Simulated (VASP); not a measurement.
Band structure of Ca (space group Fm-3m). Computed with SCAN meta-GGA, VASP's PBE PAW potentials (set 64) (plane waves; VASP).

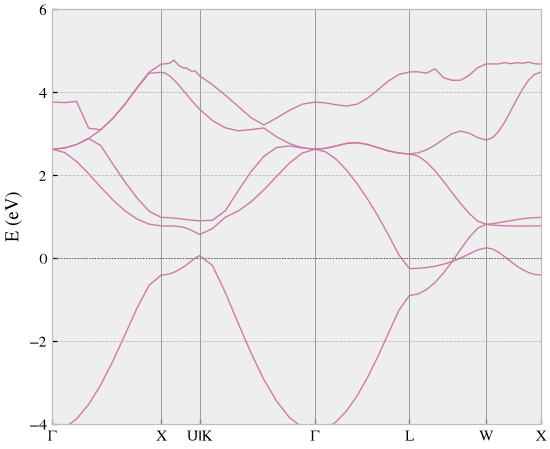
*Bands along high-symmetry lines, zero at the valence-band maximum or, without a gap, the Fermi level*

Problem. Read the plot: is there a gap, and where are the band edges?

Solution. It has no gap at this level: it comes out as a metal or semimetal.

The structure comes from a measured Ca entry (Fm-3m) of the Crystallography Open Database, whose conditions weren't checked. It was relaxed first.
